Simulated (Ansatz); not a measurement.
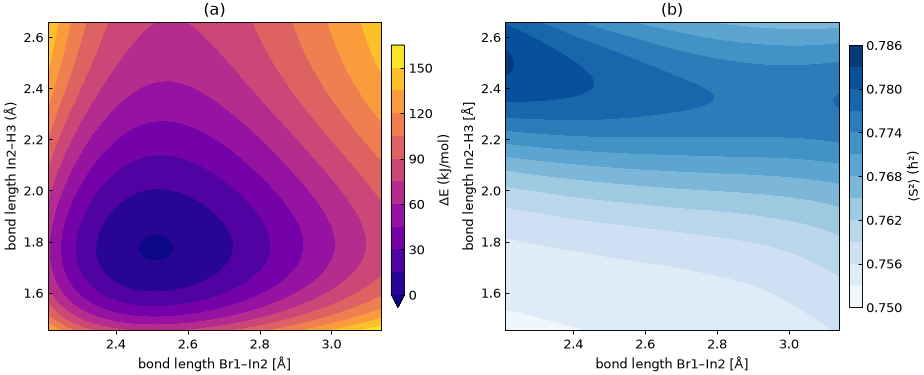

BrHIn, SMILES [Br][InH], spin multiplicity 2. Coordinates scanned: (1) bond length Br1–In2; (2) bond length In2–H3. Nothing is relaxed (all other coordinates rigid). The scan uses a 9 × 9 grid. Energies are in kJ/mol, from the lowest grid point. These are results of UKS PBE0-D4/def2-TZVP (Ansatz 0.2.0), not measurements.

Panel (a) is the energy; panel (b) is the computed ⟨S²⟩, in ħ².

The picture shows filled contours. Between grid points the surface is interpolated.

**How does the ⟨S²⟩ vary over the map, and what is it at the lowest grid point?**

Leaving out the highest fifth of the energies, it runs from 0.75 ħ² at bond length Br1–In2 = 2.326 Å, bond length In2–H3 = 1.453 Å to 0.78 ħ² at bond length Br1–In2 = 2.326 Å, bond length In2–H3 = 2.508 Å. At the lowest grid point, bond length Br1–In2 = 2.558 Å, bond length In2–H3 = 1.755 Å, it is 0.76 ħ².

| bond length In2–H3 ↓, bond length Br1–In2 → | 2.210 | 2.326 | 2.442 | 2.558 | 2.674 | 2.790 | 2.906 | 3.022 | 3.139 |
| --- | --- | --- | --- | --- | --- | --- | --- | --- | --- |
| 2.659 | 0.78 | 0.78 | 0.77 | 0.77 | 0.77 | 0.77 | 0.77 | 0.77 | 0.77 |
| 2.508 | 0.78 | 0.78 | 0.78 | 0.78 | 0.78 | 0.77 | 0.77 | 0.77 | 0.77 |
| 2.357 | 0.78 | 0.78 | 0.78 | 0.78 | 0.78 | 0.78 | 0.78 | 0.78 | 0.78 |
| 2.207 | 0.77 | 0.77 | 0.77 | 0.77 | 0.77 | 0.77 | 0.77 | 0.77 | 0.77 |
| 2.056 | 0.76 | 0.76 | 0.77 | 0.77 | 0.77 | 0.77 | 0.77 | 0.77 | 0.77 |
| 1.905 | 0.76 | 0.76 | 0.76 | 0.76 | 0.76 | 0.76 | 0.76 | 0.76 | 0.76 |
| 1.755 | 0.76 | 0.76 | 0.76 | 0.76 | 0.76 | 0.76 | 0.76 | 0.76 | 0.76 |
| 1.604 | 0.75 | 0.75 | 0.75 | 0.75 | 0.75 | 0.76 | 0.76 | 0.76 | 0.76 |
| 1.453 | 0.75 | 0.75 | 0.75 | 0.75 | 0.75 | 0.75 | 0.75 | 0.76 | 0.76 |
